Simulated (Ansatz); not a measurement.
**Response to strain in Al2O3**

Take Al2O3 in the corundum structure (space group R-3c, No. 167) as the base.

```yaml
crystal:
  lattice:
    - [2.40399, 1.38794, 4.37387]
    - [-2.40399, 1.38794, 4.37387]
    - [0.00000, -2.77589, 4.37387]
  atoms:
    - { symbol: Al, position: [0.35213, 0.35213, 0.35213] }
    - { symbol: Al, position: [0.14787, 0.14787, 0.14787] }
    - { symbol: Al, position: [0.64787, 0.64787, 0.64787] }
    - { symbol: Al, position: [0.85213, 0.85213, 0.85213] }
    - { symbol: O, position: [0.55616, 0.94384, 0.25000] }
    - { symbol: O, position: [0.25000, 0.55616, 0.94384] }
    - { symbol: O, position: [0.94384, 0.25000, 0.55616] }
    - { symbol: O, position: [0.44384, 0.05616, 0.75000] }
    - { symbol: O, position: [0.75000, 0.44384, 0.05616] }
    - { symbol: O, position: [0.05616, 0.75000, 0.44384] }
```

Strains are applied to the cell and any free atomic positions relax.

Level of theory: PBE (Ansatz, a quantum-chemistry and plane-wave program, PAW, scalar-relativistic without spin-orbit coupling), earlier PAW set.

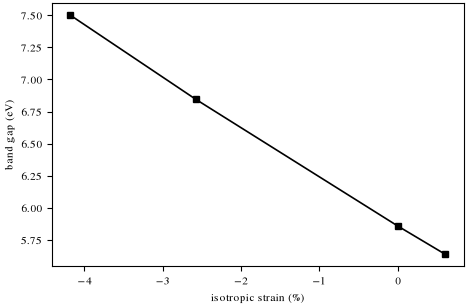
Figure: Band gap against isotropic strain

From the plot, what is the band gap for isotropic strain −2.58 %?

About 6.8 eV.

Is the trend monotonic over the range shown?

Yes, it falls throughout, spanning 5.64 eV to 7.50 eV.

Stability against distortions was not tested.
